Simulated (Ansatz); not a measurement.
**CH₁₂O₈: geometry relaxation (part 1 of 3)**

The run: geometry relaxation of CH₁₂O₈ (disordered cell, 21 atoms in the cell). Method and program: DFT PBEsol, scalar-relativistic, plane waves, PAW, no spin polarisation (Ansatz 0.2.0).

The run did not end well. It belongs to a series of runs on one base structure; here: start relaxed.

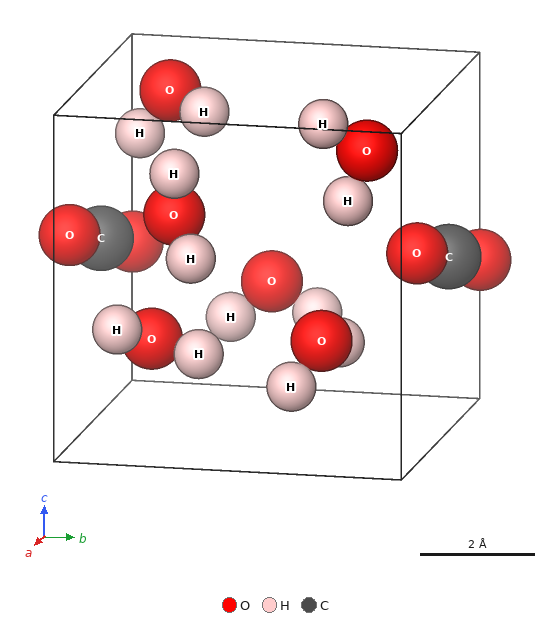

*The starting structure (spheres-only view of the cell of the calculation, seen slightly off an axis).*

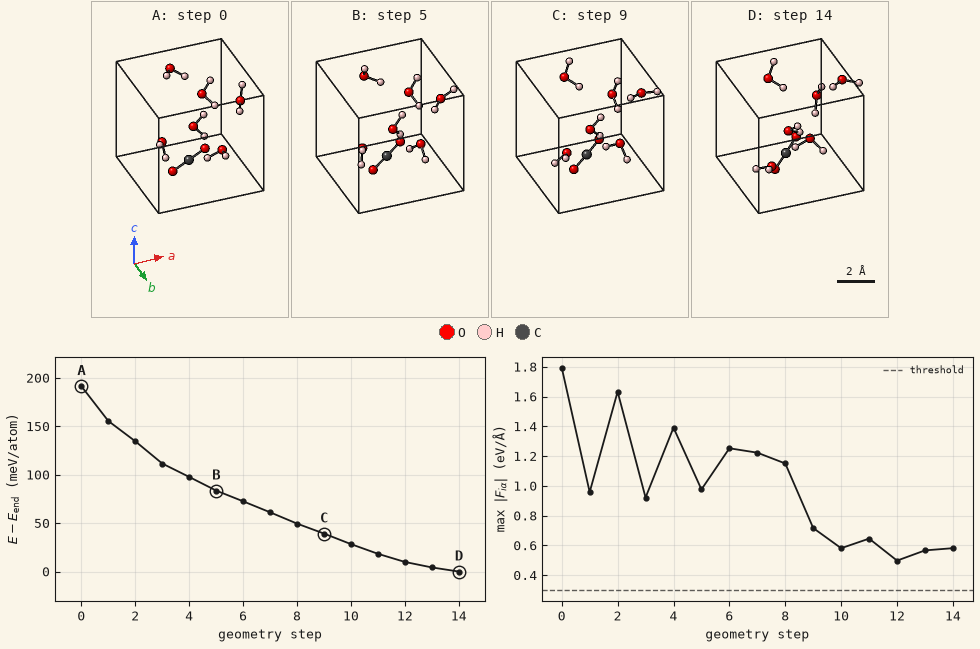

*Frames of the relaxation (ball-and-stick view of the cell of the calculation, seen at an oblique angle) above the curves, on which the letters mark them (the first geometry is step 0 here and step 1 in the log).*

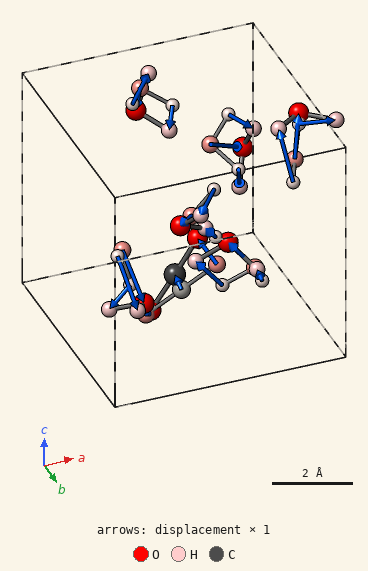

*Start (faint) and end (solid) with the displacements as blue arrows, at true length (ball-and-stick view of the cell of the calculation, seen at an oblique angle).*

The relaxation stopped without meeting its thresholds, so the last structure isn't shown to be converged. Over 14 geometry steps the energy falls by 191 meV per atom. The largest force component goes from 1.8 to 0.58 eV/Å. The largest move is that of H18, 1.47 Å. By element the largest moves are H 1.47 Å, O 1.45 Å, C 0.44 Å. The cell doesn't change. Among the contacts that change: O10–H12 0.969 → 1.029 Å, O16–H18 0.969 → 1.019 Å, O4–H6 0.969 → 1.008 Å, O13–H14 0.969 → 0.996 Å. Among the angles that change: H8–O7–H9 104.0° → 109.0°, H5–O4–H6 104.0° → 100.1°, H14–O13–H15 104.0° → 106.4°. (Atoms are counted from 1 in the order of the input.)

These pictures come from the run below.

## Input file
```yaml
accuracy: low
crystal:
  lattice:
    - [6.265827, 0.0, 0.0]
    - [0.0, 6.265827, 0.0]
    - [0.0, 0.0, 6.265827]
  atoms:
    - { symbol: O, position: [0.8333017, 0.8639603, 0.9044365] }
    - { symbol: H, position: [0.8475106, 0.8122609, 0.759454] }
    - { symbol: H, position: [0.8964801, 0.75209, 0.9903911] }
    - { symbol: O, position: [0.4274, 0.2069163, 0.9485445] }
    - { symbol: H, position: [0.5205674, 0.3255751, 0.9148609] }
    - { symbol: H, position: [0.430121, 0.1198201, 0.8208672] }
    - { symbol: O, position: [0.6510511, 0.2038559, 0.2839346] }
    - { symbol: H, position: [0.6977183, 0.3489409, 0.2581048] }
    - { symbol: H, position: [0.7777991, 0.1325789, 0.3363675] }
    - { symbol: O, position: [0.702561, 0.279771, 0.6580206] }
    - { symbol: H, position: [0.7744908, 0.296427, 0.7938269] }
    - { symbol: H, position: [0.7970849, 0.3486437, 0.5569442] }
    - { symbol: O, position: [0.7234661, 0.7082707, 0.3212613] }
    - { symbol: H, position: [0.7843363, 0.6351129, 0.1994523] }
    - { symbol: H, position: [0.574845, 0.7270838, 0.2831497] }
    - { symbol: O, position: [0.2497291, 0.4588442, 0.3687114] }
    - { symbol: H, position: [0.2327999, 0.5854538, 0.2816593] }
    - { symbol: H, position: [0.274517, 0.3459386, 0.2660832] }
    - { symbol: C, position: [0.2966371, 0.9782136, 0.4785657] }
    - { symbol: O, position: [0.4712033, 0.9267639, 0.5261529] }
    - { symbol: O, position: [0.1220709, 1.0296633, 0.4309785] }
basis:
  ecutwfc: 420.0
kpoints:
  mp_grid: { grid: [1, 1, 1] }
hamiltonian:
  xc: pbesol
scf:
  occupations: { method: fermi_dirac, width: 0.02 }
  lower_state_search: "off"
relax:
  f_tol: 0.3
  max_steps: 15
  adjacent_minimum: "off"
```

Run as:
```bash
ansatz run input.yaml --threads 1 --pin off --max-ram 3072MiB --backend cpu --events-out ev --progress --plain --runs-dir out
```

## Log
```
Engine: ansatz 0.2.0, aarch64-unknown-linux-gnu
Pseudopotentials: kind: paw
Pseudopotential: O, paw, valence charge 6, recommended cutoff 420 eV (normal), O.paw.azcp
Pseudopotential: H, paw, valence charge 1, recommended cutoff 420 eV (normal), H.paw.azcp
Pseudopotential: C, paw, valence charge 4, recommended cutoff 420 eV (normal), C.paw.azcp
Functional definition: PBEsol
  exchange = pbesol_x
  correlation = pbesol_c
Crystal: 21 atoms, lattice volume = 246.000 Å³
Basis set: ecut = 420 eV, 4801 PW (Γ), exchange–correlation on 90×90×90 points (8 copies of the dense FFT grid, shifted against one another)
Bands: 53, of which v1, the nominal top of the filled ones, is band 32 counted from 1 (31 counted from 0)
Symmetry: 1 space group operations
Space group: P1 (ITA 1), of the structure as read, at distance tolerance 6.3e-5 Å
k-points: 1
Non-local potential: O, projectors of the file, l = 0: 2, l = 1: 2, l = 2: 1
Non-local potential: H, projectors of the file, l = 0: 2, l = 1: 1
Non-local potential: C, projectors of the file, l = 0: 2, l = 1: 2, l = 2: 1
PAW form: soft (Blöchl's): semilocal exchange-correlation on the pseudo side does not see the compensation charge
PAW frozen core: O, regenerated for the run's functional, and the local potential with it (the file was generated under x = pbe(κ = 0.804, μ = 0.2195149727645171), c = pbe(β = 0.06672455060314922))
PAW frozen core: C, regenerated for the run's functional, and the local potential with it (the file was generated under x = pbe(κ = 0.804, μ = 0.2195149727645171), c = pbe(β = 0.06672455060314922))
PAW one-centre angular grid: O, 110 points (default); XC on 64 Gauss nodes
PAW one-centre angular grid: H, 110 points (default); XC on 64 Gauss nodes
PAW one-centre angular grid: C, 110 points (default); XC on 64 Gauss nodes
Initial density: superposition of atomic densities (neutral atoms: chi_scale 0, normalization atom), corrected by the library's trained network
Initial wavefunctions: pseudopotential atomic-orbital guess
Functional: x = pbesol(κ = 0.804, μ = 0.12345679012345678), c = pbesol(β = 0.046)
SCF iter   1: F=—  HF=-4919.009882 eV  |F-HF|=—  |Δ(HF+E_count)|=         —  Δρ=6.19e-3  dr2=5.97e-2  ethr=1.77e-3  ⟨swp⟩=7.0  Hψ=266  notcnv=0
preconditioner: auto → Resta (q_TF=auto, 2.180 Å⁻¹)  ε∞=2.3  [insulator: Δε(μ)=3.079 eV  Ē_g=16.337 eV  σ=0.020 eV  W_gap=1.00  n_scr=32 (ndim 8)  ℏωp=18.6 eV  f_vac=0.291  D(μ)=0.00/eV (n_scr^D=0)  ε∞_Penn≈2.3]
SCF iter   2: F=—  HF=-4918.996707 eV  |F-HF|=—  |Δ(HF+E_count)|=   1.32e-2  Δρ=2.76e-3  dr2=1.45e-2  ethr=9.33e-5  ⟨swp⟩=2.0  Hψ=101  notcnv=0  defer=12
SCF iter   3: F=—  HF=-4918.995866 eV  |F-HF|=—  |Δ(HF+E_count)|=   8.42e-4  Δρ=1.41e-3  dr2=4.63e-3  ethr=2.26e-5  ⟨swp⟩=2.0  Hψ=74  notcnv=0  defer=12
SCF iter   4: F=—  HF=-4918.996128 eV  |F-HF|=—  |Δ(HF+E_count)|=   2.62e-4  Δρ=8.10e-4  dr2=1.61e-3  ethr=7.23e-6  ⟨swp⟩=2.0  Hψ=82  notcnv=0  defer=12
SCF iter   5: F=—  HF=-4918.995952 eV  |F-HF|=—  |Δ(HF+E_count)|=   1.76e-4  Δρ=2.50e-4  dr2=1.50e-4  ethr=2.51e-6  ⟨swp⟩=2.0  Hψ=82  notcnv=0  defer=12
SCF iter   6: F=-4918.995998 eV  HF=-4918.996003 eV  |F-HF|=4.95e-6  |Δ(HF+E_count)|=   5.14e-5  Δρ=9.03e-5  dr2=2.24e-5  ethr=1.56e-7  ⟨swp⟩=3.0  Hψ=188  notcnv=0
SCF 1 converged in 6 iterations: F = -4918.995998 eV  dr2 = 2.24e-5
  greatest PAW one-centre occupation: 0.886 electrons in one spin orbital (limit 2), on the O atom at site 19 (counted from 0), in its partial waves of l = 0
relax step   1: F+E_penalty+E_count = -4918.99599844 eV  Δ(F+E_penalty+E_count) = +0.000e0 eV  max|allowed force component| = 1.795e0 eV/Å  Δτ_max = 0.0000 Å  (6 SCF iters, dr2 threshold 1.00e-4 eV, accepted)
Initial density: handed on by an earlier stage of this run
Initial wavefunctions: those handed on with the density
iter 1 solved again at ethr=7.93e-4 eV; its pass at ethr=3.10e-3 eV (dr2=5.08e-1 eV) is discarded
SCF iter   1: F=—  HF=-4919.852331 eV  |F-HF|=—  |Δ(HF+E_count)|=         —  Δρ=2.64e-2  dr2=5.27e-1  ethr=7.93e-4  ⟨swp⟩=1.0  Hψ=214  notcnv=0  defer=12
preconditioner: auto → Resta (q_TF=auto, 2.180 Å⁻¹)  ε∞=2.3  [insulator: Δε(μ)=3.135 eV  Ē_g=15.861 eV  σ=0.020 eV  W_gap=1.00  n_scr=32 (ndim 8)  ℏωp=18.3 eV  f_vac=0.278  D(μ)=0.00/eV (n_scr^D=0)  ε∞_Penn≈2.3]
SCF iter   2: F=—  HF=-4919.758971 eV  |F-HF|=—  |Δ(HF+E_count)|=   9.34e-2  Δρ=1.27e-2  dr2=1.10e-1  ethr=7.93e-4  ⟨swp⟩=2.0  Hψ=70  notcnv=0  defer=12
SCF iter   3: F=—  HF=-4919.752119 eV  |F-HF|=—  |Δ(HF+E_count)|=   6.85e-3  Δρ=2.38e-3  dr2=9.05e-3  ethr=1.72e-4  ⟨swp⟩=2.0  Hψ=74  notcnv=0  defer=12
SCF iter   4: F=—  HF=-4919.750733 eV  |F-HF|=—  |Δ(HF+E_count)|=   1.39e-3  Δρ=6.69e-4  dr2=9.29e-4  ethr=1.41e-5  ⟨swp⟩=2.0  Hψ=89  notcnv=0  defer=12
SCF iter   5: F=—  HF=-4919.750975 eV  |F-HF|=—  |Δ(HF+E_count)|=   2.42e-4  Δρ=2.25e-4  dr2=1.41e-4  ethr=1.45e-6  ⟨swp⟩=2.0  Hψ=79  notcnv=0  defer=12
SCF iter   6: F=—  HF=-4919.751038 eV  |F-HF|=—  |Δ(HF+E_count)|=   6.24e-5  Δρ=1.98e-4  dr2=9.26e-5  ethr=1.56e-7  ⟨swp⟩=3.0  Hψ=175  notcnv=0
SCF iter   7: F=-4919.751034 eV  HF=-4919.751033 eV  |F-HF|=5.90e-7  |Δ(HF+E_count)|=   4.57e-6  Δρ=4.38e-5  dr2=4.18e-6  ethr=1.45e-7  ⟨swp⟩=4.0  Hψ=143  notcnv=0
SCF 2 converged in 7 iterations: F = -4919.751034 eV  dr2 = 4.18e-6
  greatest PAW one-centre occupation: 0.885 electrons in one spin orbital (limit 2), on the O atom at site 19 (counted from 0), in its partial waves of l = 0
relax step   2: F+E_penalty+E_count = -4919.75103371 eV  Δ(F+E_penalty+E_count) = -7.550e-1 eV  max|allowed force component| = 9.582e-1 eV/Å  Δτ_max = 0.1999 Å  (7 SCF iters, dr2 threshold 1.00e-4 eV, accepted)
iter 1 solved again at ethr=7.08e-4 eV; its pass at ethr=3.10e-3 eV (dr2=4.53e-1 eV) is discarded
SCF iter   1: F=—  HF=-4920.266979 eV  |F-HF|=—  |Δ(HF+E_count)|=         —  Δρ=2.41e-2  dr2=4.54e-1  ethr=7.08e-4  ⟨swp⟩=1.0  Hψ=250  notcnv=0  defer=13
preconditioner: auto → Resta (q_TF=auto, 2.180 Å⁻¹)  ε∞=2.3  [insulator: Δε(μ)=3.380 eV  Ē_g=15.786 eV  σ=0.020 eV  W_gap=1.00  n_scr=32 (ndim 8)  ℏωp=18.3 eV  f_vac=0.269  D(μ)=0.00/eV (n_scr^D=0)  ε∞_Penn≈2.3]
SCF iter   2: F=—  HF=-4920.196968 eV  |F-HF|=—  |Δ(HF+E_count)|=   7.00e-2  Δρ=1.18e-2  dr2=1.04e-1  ethr=7.08e-4  ⟨swp⟩=2.0  Hψ=62  notcnv=0  defer=13
SCF iter   3: F=—  HF=-4920.193319 eV  |F-HF|=—  |Δ(HF+E_count)|=   3.65e-3  Δρ=3.00e-3  dr2=1.54e-2  ethr=1.63e-4  ⟨swp⟩=2.0  Hψ=71  notcnv=0  defer=13
SCF iter   4: F=—  HF=-4920.190340 eV  |F-HF|=—  |Δ(HF+E_count)|=   2.98e-3  Δρ=6.32e-4  dr2=1.04e-3  ethr=2.41e-5  ⟨swp⟩=2.0  Hψ=77  notcnv=0  defer=13
SCF iter   5: F=—  HF=-4920.190860 eV  |F-HF|=—  |Δ(HF+E_count)|=   5.20e-4  Δρ=3.17e-4  dr2=2.46e-4  ethr=1.63e-6  ⟨swp⟩=2.0  Hψ=92  notcnv=0  defer=13
SCF iter   6: F=—  HF=-4920.190884 eV  |F-HF|=—  |Δ(HF+E_count)|=   2.48e-5  Δρ=2.17e-4  dr2=1.06e-4  ethr=3.85e-7  ⟨swp⟩=2.0  Hψ=65  notcnv=0  defer=13
SCF iter   7: F=—  HF=-4920.190881 eV  |F-HF|=—  |Δ(HF+E_count)|=   3.47e-6  Δρ=7.63e-5  dr2=1.39e-5  ethr=1.65e-7  ⟨swp⟩=2.0  Hψ=51  notcnv=0  defer=13
[...]
relax step   3: F+E_penalty+E_count = -4920.19088487 eV  Δ(F+E_penalty+E_count) = -4.399e-1 eV  max|allowed force component| = 1.633e0 eV/Å  Δτ_max = 0.1951 Å  (9 SCF iters, accepted)
preconditioner: auto → Resta (q_TF=auto, 2.180 Å⁻¹)  ε∞=2.3  [insulator: Δε(μ)=3.750 eV  Ē_g=15.963 eV  σ=0.020 eV  W_gap=1.00  n_scr=32 (ndim 8)  ℏωp=18.3 eV  f_vac=0.263  D(μ)=0.00/eV (n_scr^D=0)  ε∞_Penn≈2.3]
  greatest PAW one-centre occupation: 0.884 electrons in one spin orbital (limit 2), on the O atom at site 19 (counted from 0), in its partial waves of l = 0
relax step   4: F+E_penalty+E_count = -4920.67391177 eV  Δ(F+E_penalty+E_count) = -4.830e-1 eV  max|allowed force component| = 9.217e-1 eV/Å  Δτ_max = 0.1962 Å  (7 SCF iters, dr2 threshold 1.00e-4 eV, accepted)
preconditioner: auto → Resta (q_TF=auto, 2.180 Å⁻¹)  ε∞=2.3  [insulator: Δε(μ)=3.690 eV  Ē_g=15.957 eV  σ=0.020 eV  W_gap=1.00  n_scr=32 (ndim 8)  ℏωp=18.3 eV  f_vac=0.261  D(μ)=0.00/eV (n_scr^D=0)  ε∞_Penn≈2.3]
  greatest PAW one-centre occupation: 0.884 electrons in one spin orbital (limit 2), on the O atom at site 20 (counted from 0), in its partial waves of l = 0
relax step   5: F+E_penalty+E_count = -4920.96471076 eV  Δ(F+E_penalty+E_count) = -2.908e-1 eV  max|allowed force component| = 1.391e0 eV/Å  Δτ_max = 0.1992 Å  (7 SCF iters, dr2 threshold 1.00e-4 eV, accepted)
preconditioner: auto → Resta (q_TF=auto, 2.180 Å⁻¹)  ε∞=2.3  [insulator: Δε(μ)=3.625 eV  Ē_g=15.983 eV  σ=0.020 eV  W_gap=1.00  n_scr=32 (ndim 8)  ℏωp=18.3 eV  f_vac=0.265  D(μ)=0.00/eV (n_scr^D=0)  ε∞_Penn≈2.3]
  greatest PAW one-centre occupation: 0.883 electrons in one spin orbital (limit 2), on the O atom at site 20 (counted from 0), in its partial waves of l = 0
relax step   6: F+E_penalty+E_count = -4921.26087265 eV  Δ(F+E_penalty+E_count) = -2.962e-1 eV  max|allowed force component| = 9.761e-1 eV/Å  Δτ_max = 0.2000 Å  (7 SCF iters, dr2 threshold 1.00e-4 eV, accepted)
preconditioner: auto → Resta (q_TF=auto, 2.180 Å⁻¹)  ε∞=2.3  [insulator: Δε(μ)=3.824 eV  Ē_g=16.470 eV  σ=0.020 eV  W_gap=1.00  n_scr=32 (ndim 8)  ℏωp=18.6 eV  f_vac=0.267  D(μ)=0.00/eV (n_scr^D=0)  ε∞_Penn≈2.3]
relax step   7: F+E_penalty+E_count = -4921.49352697 eV  Δ(F+E_penalty+E_count) = -2.327e-1 eV  max|allowed force component| = 1.253e0 eV/Å  Δτ_max = 0.1948 Å  (7 SCF iters, dr2 threshold 1.00e-4 eV, accepted)
preconditioner: auto → Resta (q_TF=auto, 2.180 Å⁻¹)  ε∞=2.3  [insulator: Δε(μ)=4.023 eV  Ē_g=16.534 eV  σ=0.020 eV  W_gap=1.00  n_scr=32 (ndim 8)  ℏωp=18.6 eV  f_vac=0.276  D(μ)=0.00/eV (n_scr^D=0)  ε∞_Penn≈2.3]
relax step   8: F+E_penalty+E_count = -4921.73169524 eV  Δ(F+E_penalty+E_count) = -2.382e-1 eV  max|allowed force component| = 1.223e0 eV/Å  Δτ_max = 0.1950 Å  (7 SCF iters, dr2 threshold 1.00e-4 eV, accepted)
preconditioner: auto → Resta (q_TF=auto, 2.180 Å⁻¹)  ε∞=2.2  [insulator: Δε(μ)=4.313 eV  Ē_g=17.100 eV  σ=0.020 eV  W_gap=1.00  n_scr=32 (ndim 8)  ℏωp=18.9 eV  f_vac=0.286  D(μ)=0.00/eV (n_scr^D=0)  ε∞_Penn≈2.2]
  greatest PAW one-centre occupation: 0.883 electrons in one spin orbital (limit 2), on the O atom at site 19 (counted from 0), in its partial waves of l = 0
```
